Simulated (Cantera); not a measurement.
Input: 1 mol HMDSO, 0.44 mol NO, at 1.00 bar.

Cantera equilibrium calculation (NASA polynomials, part measured and part estimated; ideal gas, pure solids and liquids). Candidate condensed phases: C, C₆H₆, C₇H₈, C₈H₁₈, H₂O, Si, SiC, SiO₂, Si₂N₂O, Si₃N₄; 151 gas species. The feed counts by its element totals alone. Mutual solubility and eutectic melting of coexisting phases are not modelled. The tables hold silica as quartz up to 1696 K and as liquid above; real silica turns to tridymite and cristobalite and melts near 1996 K. Rates play no part.

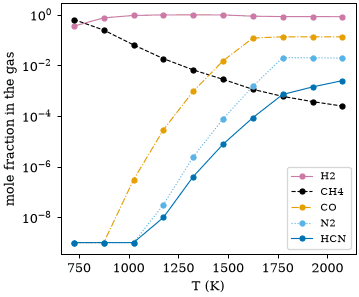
Figure: Equilibrium gas composition (values under 1e-9 drawn at 1e-9)

Q: Read off the mole fractions at 1325 K.

A: H₂ about 0.99, CH₄ about 0.0066, CO about 0.00094, N₂ about 2.4e-6, HCN about 4.1e-7.
